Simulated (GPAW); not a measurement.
# free-standing square Mo monolayer, spacing 3.288 A: a list in the functional, part 2 of 2

Aim: see how far moments and order energies of free-standing square Mo monolayer, spacing 3.288 A move with the functional, and what each set costs.

GPAW 26.7.0; several functionals; plane waves with GPAW's PAW setups, scalar-relativistic.

So far, largest spin moment in the augmentation sphere (μB): step 2 (rung 1 (LDA), start ferro +) 2.75; step 3 (rung 1 (LDA), start antiferro q=(0,1/2,0) +-) 3.04; step 6 (rung 3 (PBE), start ferro +) 2.85; step 7 (rung 3 (PBE), start antiferro q=(0,1/2,0) +-) 3.42; step 8 (rung 4 (RPBE), start ferro +) 3.16.

### 9. Set 4 (RPBE), start antiferro q=(0,1/2,0) +-

Level of this step: RPBE; plane waves with GPAW's PAW setups, scalar-relativistic (GPAW).

Input file order2.py:

```python
import json
import numpy as np
from ase import Atoms
from ase.parallel import paropen, parprint
from gpaw import GPAW

atoms = Atoms(['Mo', 'Mo'],
    cell=[[3.288, 0.0, 0.0],
         [0.0, 6.576, 0.0],
         [0.0, 0.0, 14.0]],
    scaled_positions=[[0.0, 0.0, 0.5],
         [0.0, 0.5, 0.5]],
    pbc=True,
    magmoms=[1.0, -1.0])
atoms.calc = GPAW(mode={'name': 'pw', 'ecut': 550},
    xc='RPBE',
    kpts={'size': (8, 4, 1), 'gamma': True},
    occupations={'name': 'fermi-dirac', 'width': 0.05},
    convergence={'density': 1e-05, 'energy': 1e-05},
    maxiter=200,
    txt='order2.txt')
e = atoms.get_potential_energy(force_consistent=True)
res = {'free_energy': e, 'energy_sigma0': atoms.get_potential_energy(), 'fermi_energy': atoms.calc.get_fermi_level()}
res['moments'] = atoms.get_magnetic_moments().tolist()
res['total'] = atoms.get_magnetic_moment()
parprint('site moments (muB):', np.round(res['moments'], 3))
parprint(f"total moment: {res['total']:.3f} muB")
parprint(f'free energy: {e:.6f} eV')
atoms.calc.write('order2.gpw')
with paropen('results.json', 'w') as f:
    json.dump(res, f)
```

Run with:

```console
> OMP_NUM_THREADS=1 python3 order2.py > order2.log
```

Log:

```text
site moments (muB): [ 3.511 -3.511]
total moment: -0.000 muB
free energy: -12.942068 eV

--- order2.txt ---
Input parameters:
  mode=PW(ecut=550),
  convergence={'density': 1e-05, 'energy': 1e-05},
  kpts=MonkhorstPack(size=(8, 4, 1), gamma=True),
  maxiter=200,
  occupations=Occupations(name='fermi-dirac', width=0.05),
  xc=XC(name='RPBE')

Diagonalizing LCAO Hamiltonian
Converting LCAO to pw mode
     .-------.
[...]
|          8 |        -5.502 |     1.000 |        -5.502 |     1.000 |
|          9 |        -4.337 |     1.000 |        -4.337 |     1.000 |
[...]
|         17 |        -0.396 |     0.000 |        -0.396 |     0.000 |
|         18 |        -0.007 |     0.000 |        -0.007 |     0.000 |
|         19 |         0.704 |     0.000 |         0.704 |     0.000 |
|         20 |         0.839 |     0.000 |         0.839 |     0.000 |

No gap
No difference between direct/indirect transitions


[key lines of the parts left out:]
Free energy:     -12.942068
Converged in 20 steps
dipole moment: (-24.173911, -24.173911, 0.000003)  # |e|*Ang
Fermi level: -2.197
```

Wall time 87 s (1 MPI rank of Intel Xeon 6975P-C (Granite Rapids), shared host); peak memory 0.38 GiB.

Read from the output:

```
magnetization  : 0 μB
final state    : antiferromagnetic
largest moment : 3.511 μB
```

This start lies -393.4 meV a seeded atom from the first, a change of -45.7 meV since set 3; its largest moment is 3.51 μB.

### 10. Set 5 (BLYP), start ferro +

Input file order1.py:

```python
import json
import numpy as np
from ase import Atoms
from ase.parallel import paropen, parprint
from gpaw import GPAW

atoms = Atoms(['Mo'],
    cell=[[3.288, 0.0, 0.0],
         [0.0, 3.288, 0.0],
         [0.0, 0.0, 14.0]],
    scaled_positions=[[0.0, 0.0, 0.5]],
    pbc=True,
    magmoms=[1.0])
atoms.calc = GPAW(mode={'name': 'pw', 'ecut': 550},
    xc='BLYP',
    kpts={'size': (8, 8, 1), 'gamma': True},
    occupations={'name': 'fermi-dirac', 'width': 0.05},
    convergence={'density': 1e-05, 'energy': 1e-05},
    maxiter=200,
    txt='order1.txt')
e = atoms.get_potential_energy(force_consistent=True)
res = {'free_energy': e, 'energy_sigma0': atoms.get_potential_energy(), 'fermi_energy': atoms.calc.get_fermi_level()}
res['moments'] = atoms.get_magnetic_moments().tolist()
res['total'] = atoms.get_magnetic_moment()
parprint('site moments (muB):', np.round(res['moments'], 3))
parprint(f"total moment: {res['total']:.3f} muB")
parprint(f'free energy: {e:.6f} eV')
atoms.calc.write('order1.gpw')
with paropen('results.json', 'w') as f:
    json.dump(res, f)
```

Run with:

```console
> OMP_NUM_THREADS=1 python3 order1.py > order1.log
```

Log:

```text
FileNotFoundError: Could not find required PAW dataset file "Mo.BLYP".
You need to set the GPAW_SETUP_PATH environment variable to point to
the directories where PAW dataset and basis files are stored.  See

--- order1.txt ---
Input parameters:
  mode=PW(ecut=550),
  convergence={'density': 1e-05, 'energy': 1e-05},
  kpts=MonkhorstPack(size=(8, 8, 1), gamma=True),
  maxiter=200,
  occupations=Occupations(name='fermi-dirac', width=0.05),
  xc=XC(name='BLYP')
```

Run time: 1.2 s. Hardware: 1 MPI rank; peak memory 0.1 GiB.

The program refused the input before any cycle.

The program's message: “FileNotFoundError: Could not find required PAW dataset file "Mo.BLYP".”

### 11. Set 5 (BLYP), start antiferro q=(0,1/2,0) +-

order2.py is the script of step 9 with these lines changed:

```diff
@@ -15,3 +15,3 @@
 atoms.calc = GPAW(mode={'name': 'pw', 'ecut': 550},
-    xc='RPBE',
+    xc='BLYP',
     kpts={'size': (8, 4, 1), 'gamma': True},
```

Run with:

```console
> OMP_NUM_THREADS=1 python3 order2.py > order2.log
```

Log:

```text
FileNotFoundError: Could not find required PAW dataset file "Mo.BLYP".
You need to set the GPAW_SETUP_PATH environment variable to point to
the directories where PAW dataset and basis files are stored.  See

--- order2.txt ---
Input parameters:
  mode=PW(ecut=550),
  convergence={'density': 1e-05, 'energy': 1e-05},
  kpts=MonkhorstPack(size=(8, 4, 1), gamma=True),
  maxiter=200,
  occupations=Occupations(name='fermi-dirac', width=0.05),
  xc=XC(name='BLYP')
```

It took 1.3 s on 1 MPI rank; peak memory 0.1 GiB.

The input was rejected at the start.

The program's message: “FileNotFoundError: Could not find required PAW dataset file "Mo.BLYP".”

### 12. Another try

An input with a fault is tried, to see how the program answers.

Input file run.py:

```python
import json
import numpy as np
from ase import Atoms
from ase.parallel import paropen, parprint
from gpaw import GPAW

atoms = Atoms(['Mo'],
    cell=[[3.288, 0.0, 0.0],
         [0.0, 3.288, 0.0],
         [0.0, 0.0, 14.0]],
    scaled_positions=[[0.0, 0.0, 0.5]],
    pbc=True,
    magmoms=[1.0])
atoms.calc = GPAW(mode={'name': 'pw', 'ecut': 550},
    xc='LDA',
    kpts={'size': (8, 8, 1), 'gamma': True},
    occupations={'name': 'fermi-dirac', 'width': 0.05},
    convergence={'density': 1e-05, 'energy': 1e-05},
    maxiter=6,
    txt='run.txt')
e = atoms.get_potential_energy(force_consistent=True)
res = {'free_energy': e, 'energy_sigma0': atoms.get_potential_energy(), 'fermi_energy': atoms.calc.get_fermi_level()}
res['moments'] = atoms.get_magnetic_moments().tolist()
res['total'] = atoms.get_magnetic_moment()
parprint('site moments (muB):', np.round(res['moments'], 3))
parprint(f"total moment: {res['total']:.3f} muB")
parprint(f'free energy: {e:.6f} eV')
atoms.calc.write('run.gpw')
with paropen('results.json', 'w') as f:
    json.dump(res, f)
```

Run with:

```console
> OMP_NUM_THREADS=1 python3 run.py > run.log
```

Log:

```text
gpaw.KohnShamConvergenceError

--- run.txt ---
Input parameters:
  mode=PW(ecut=550),
  convergence={'density': 1e-05, 'energy': 1e-05},
  kpts=MonkhorstPack(size=(8, 8, 1), gamma=True),
  maxiter=6,
  occupations=Occupations(name='fermi-dirac', width=0.05),
  xc=XC(name='LDA')

Diagonalizing LCAO Hamiltonian
Converting LCAO to pw mode
   .-------.
  /|       |
 * |       |
 | |       |
 | |       |
 | |       |
 | |       |
 | |       |
[...]
Mo|       |
[...]
| |       |
 | |       |
 | |       |
 | |       |
 | .-------.
 |/       /
 *-------*

Atoms  # Å, Bohr magnetons
|   | symbol |        x |        y |        z |    initial magnetic moments |
|---|--------|----------|----------|----------|-----------------------------|
| 0 |     Mo | 0.000000 | 0.000000 | 7.000000 | ( 0.0000,  0.0000,  1.0000) |

Number of symmetries: 16

BZ-sampling:
  Number of BZ points: 64
  Number of IBZ points: 15

  Monkhorst-Pack size: [8, 8, 1]
  Monkhorst-Pack shift: [0.0625, 0.0625, 0.0]

Plane wave coefficients: 4456
Cutoff: 550.0 eV

Spin-components: 2 (collinear spins)
Bands:           13
Projectors:      6
Spin-degeneracy: 1
Datatype:        complex128

Parallelization:
  kpt:    1
  domain: 1
  band:   1

Density:
  Valence electrons: 14.0
  Components: 2
  Grid points: [18 18 80]
  Charge: 0.0  # |e|

Potential:
  Grid points: [18 18 80]

[... setups left out ...]
Reference energy: -110019.813038  # eV

convergence criteria:
- Maximum integral of absolute [dens]ity change: 1e-05 electrons / valence electron
- Maximum [total energy] change in last 3 cyles: 1e-05 eV / valence electron
- Maximum integral of absolute [eigenst]ate change: 4e-08 eV^2 / valence electron
maximum number of iterations: 6

SCF iterations
|iter     |      energy | eigst |  dens |  magmom |
|---------|-------------|-------|-------|---------|
|iter:   1|       0s |   -5.996348 | +0.16 |       |  +0.9903|
|iter:   2|       1s |   -5.955510 | -1.28 | -0.97 |  +0.9833|
|iter:   3|       2s |   -5.884692 | -1.63 | -1.02 |  +1.0378|
|iter:   4|       3s |   -5.952308 | -2.38 | -1.30 |  +1.2615|
|iter:   5|       5s |   -6.077563 | -2.12 | -1.26 |  +1.8237|
|iter:   6|       6s |   -6.155053 | -2.23 | -1.37 |  +2.5860|
```

The job ended after 11 s (1 MPI rank; peak memory 0.21 GiB).

The run stopped without converging, so none of its numbers is a property of the system.

The fault put into the input: too few SCF iterations.

The limit on cycles came before convergence; raising it mends this.

### 13. Side by side

List, by row:

```
set  functional  state from the first start  state from the second start  second less first (meV a seeded atom)  moment, first (μB)  moment, second (μB)  CPU time (s)
   1         LDA               ferromagnetic            antiferromagnetic                                 -261.8               2.752                3.039         111.3
   3         PBE               ferromagnetic            antiferromagnetic                                 -347.7                2.85                3.423         124.9
   4        RPBE               ferromagnetic            antiferromagnetic                                 -393.4               3.162                3.511         117.7
```

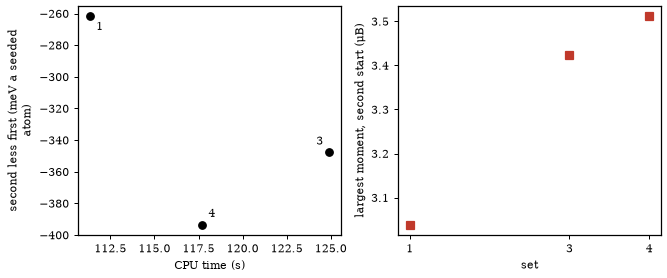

Result against cost, sets numbered as in the table, and the moment by set.

### 14. Results

```
range of the moment in the table, second start : 3.04 to 3.51 μB
range of CPU time                              : 1.9 min to 2.1 min
range of the energy difference                 : -393 to -262 meV a seeded atom
```

In words: For the second start the functionals give moments from 3.04 to 3.51 μB and energy differences from -393 to -262 meV a seeded atom, a spread that no finer setting would remove; all use the same cell, so differences in their own lattice constants don't enter. The second start ends lower on every set of the table. Sets 2 and 5 gave no pair of finished runs and are missing from the table.

[Logs and program files are shortened in this print: banners, set-up blocks, solver, clock and traceback lines can be left out without a mark of their own.]

[Logs are printed without paths, hosts, clocks, repeated set-up lines and the standing remarks that a program may print on its own settings, such as how far it seeks lower states.]

[Hosts, paths, dates, database ids (printed as entryN), source tags and the programs' standing remarks are cut or masked in the printed files.]

[Where a cell is said to come from a database of computed structures, the database is the Materials Project.]
